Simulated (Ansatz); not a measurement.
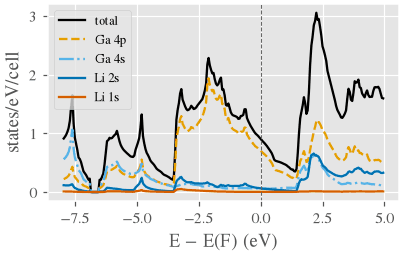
*Total and projected density of states of Li₃Ga₂ in space group R-3m (No. 166; Li on 6c, Li on 3a, Ga on 6c), DFT-r²SCAN in the program Ansatz with PAW potentials*

Which orbitals carry the states next to the Fermi level?

Within 0.5 eV of the Fermi level: Ga 4p 77 %, Li 2s 7 %, Ga 4s 7 %, outside the projected shells 8 %. Projections are on Löwdin-orthogonalised atomic valence shells; empty p or d shells of many metals are not among them.

Where is the tallest occupied peak in this window, and what makes it?

Near -2.1 eV, about 2.3 states/eV per cell; the largest projected share is Ga 4p.

The first step of the workflow began from a Materials Project structure, measured or hypothetical; the Crystallography Open Database files this formula in space group No. 166, but the cells were not matched. Its standing as an ambient phase is unchecked. The r²SCAN relaxation kept the symmetry of its start; whether a distortion lowers the energy is not shown. Scalar-relativistic: spin–orbit coupling is off unless named, which matters more the heavier the elements.

Potentials: the later of the program's two PAW sets.
